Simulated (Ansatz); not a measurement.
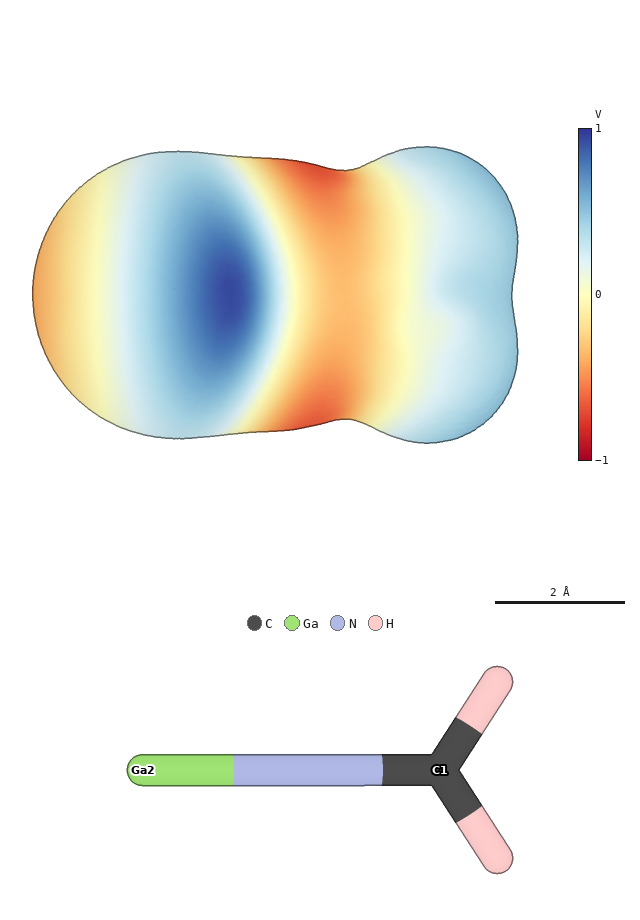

Figure. CH$_{2}$GaN (SMILES C=[N][Ga]). The electrostatic potential painted on the density surface at 0.001 e/bohr³, seen across its widest extent; the colour scale runs from red (negative) to blue (positive). The bare structure is drawn below in the same view.

Geometry: B3LYP/6-31G*.

All numbers below come from Ansatz, isolated molecule in a Gaussian basis; Kohn-Sham density functional theory, functional PBE0.

```xyz
5

C    -0.5317   -1.0518    0.0119
Ga    0.8800    1.7611   -0.1326
N     0.0273    0.0696   -0.0453
H    -0.5507   -1.6690    0.9292
H    -1.0496   -1.5110   -0.8505
```

Describe the electrostatic potential map.

The most negative region (about −0.7 V, or −16 kcal/mol for a unit charge) lies over N3, the most positive (about +0.9 V, or +21 kcal/mol for a unit charge) over Ga2.

What dipole moment does the calculation give?

Its dipole moment is 0.78 D.
